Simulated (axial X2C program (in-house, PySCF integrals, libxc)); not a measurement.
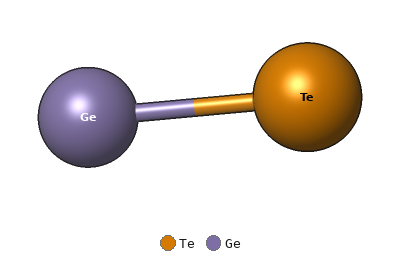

**Figure 1.** The molecule at the reference distance of 2.343 Å.

## Relativistic diatomic calculation, with input and output: TeGe

- system: TeGe, single determinant with Ω = 1 (not the lowest found). The distance is the PBE0 minimum at charge 0.
- method: expectation values, HF and Kohn-Sham, two-component X2C with atomic mean-field Coulomb and Gaunt terms, Te dyall-cv3z, Ge dyall-cv3z (cores contracted) (axial X2C program (in-house, PySCF integrals, libxc))

### The program's output
```
two-component X2C + atomic mean field  PBE0
basis functions 232  fitting functions 1245  grid points 5804
iter        total energy     max residual
   1      -8886.997854417     2.21e+00
   2      -8888.517600467     2.05e-02
   3      -8888.515798353     2.70e-02
   4      -8888.525395398     2.28e-03
   5      -8888.525519401     1.36e-03
   6      -8888.525543608     2.35e-04
   7      -8888.525545035     6.56e-05
   8      -8888.525545223     2.96e-05
   9      -8888.525545228     4.61e-06
  10      -8888.525545229     1.25e-06
converged
one-electron -12985.34377590  Coulomb 3982.97424295  exact exchange -63.30211778  xc functional -193.90993237  nuclear repulsion 375.82197139  atomic mean-field constant -4.76593353
```

### Expectation values by level of theory

```tsv
quantity	PBE0	HF	TPSSh	PBE	r2SCAN
effective field for an electron dipole moment (GV/cm)	0.370	1.56	0.240	0.0835	0.507
field gradient at the first nucleus (a.u.)	−2.91	−2.62	−2.93	−3.09	−3.07
field gradient at the second nucleus (a.u.)	−1.97	−2.35	−1.86	−1.84	−1.88
A∥/gI, first nucleus (MHz)	338	442	336	302	381
A∥/gI, second nucleus (MHz)	−593	−559	−571	−584	−632
```

Each column comes from one determinant with 2 or more unpaired spinors, which can mix states, in a basis with contracted cores. The levels disagree widely: the effective field runs from 0.0835 to 1.56 GV/cm. They may not all have settled in the same state, and these values aren't reliable properties of the molecule.

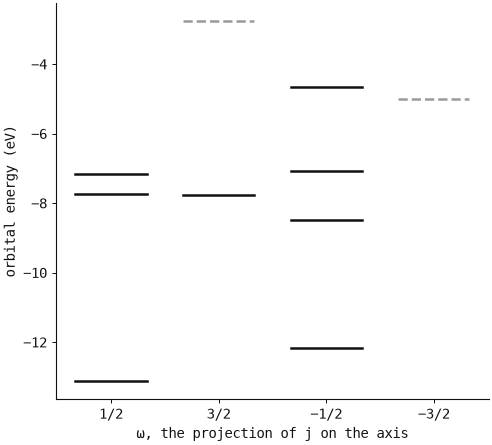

**Figure 2.** Orbital energies (PBE0) near the frontier at 2.34 Å, filled (solid) and empty (dashed). The highest filled spinor (−1/2; 73 % Ge p, 17 % Te p) lies at −4.66 eV, the lowest empty one (−3/2; 74 % Te p, 21 % Ge p) at −4.99 eV.

### Input file
```
{"zs": [52, 32], "q": 0, "bas": ["dyall-cv3z", "dyall-cv3z"], "r0": 2.39, "levels": ["PBE0", "HF", "TPSSh", "PBE", "r2SCAN"], "nst": 3}
```

The line is the task of a batch: nuclear charges, charge, bases, the levels to run, a first guess of the distance and further settings. This report covers the levels named above. The log is that of the reference distance.

Launched within a batch (the task file carries these settings):
```bash
python <driver script> task.json out
```

### Results in brief

- outcome: converged; the levels of theory disagree widely
- hardware: 1 thread of Arm Neoverse V2, 112 GiB of memory available, shared host
- wall time: 6.8 s
- peak memory: 0.5 GiB
